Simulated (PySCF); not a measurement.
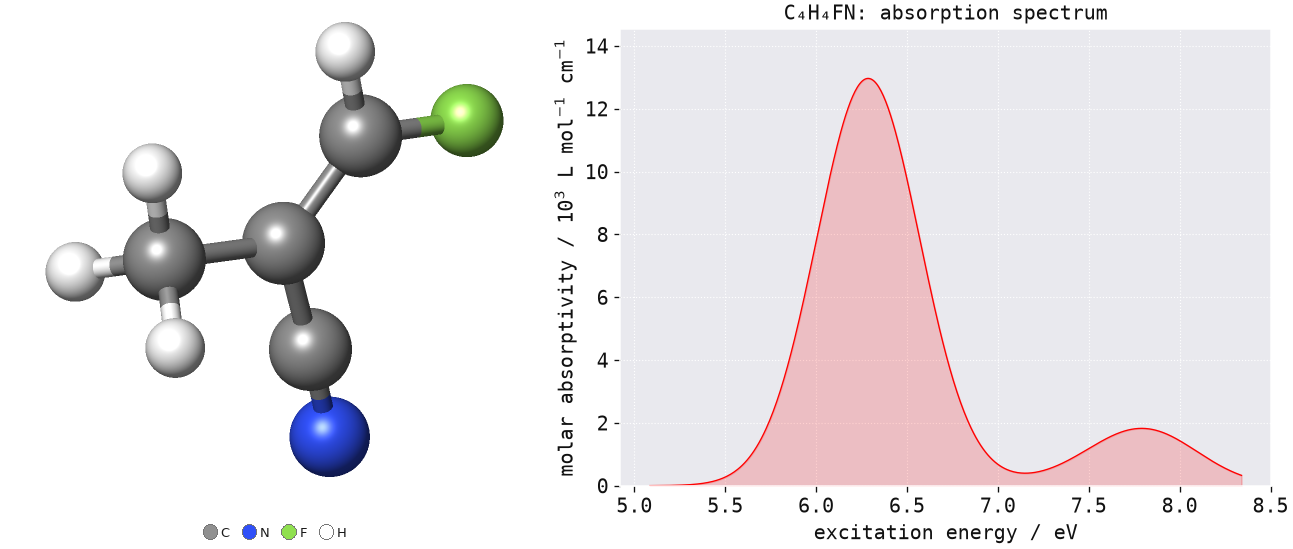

Computed absorption of C₄H₄FN, SMILES C/C(C#N)=C/F. Vertical TDDFT excitations, PBE0/def2-SVPD in PySCF, at a GFN2-xTB geometry (no frequency check), gas phase. Only the first 6 singlet excitations are included; each is broadened by a Gaussian of 1/e half-width 0.40 eV.

Where is the lowest singlet, and is it bright?

S1 lies at 6.29 eV (197 nm) with f = 0.320, mainly HOMO → LUMO (93 %); it is bright.

Where is the maximum of the broadened curve, and how high is it?

At about 6.3 eV (197 nm), with ε near 13000 L mol⁻¹ cm⁻¹.

Caveats: the tight-binding geometry is rougher than a DFT one and adds to the error; core orbitals are frozen in the response.
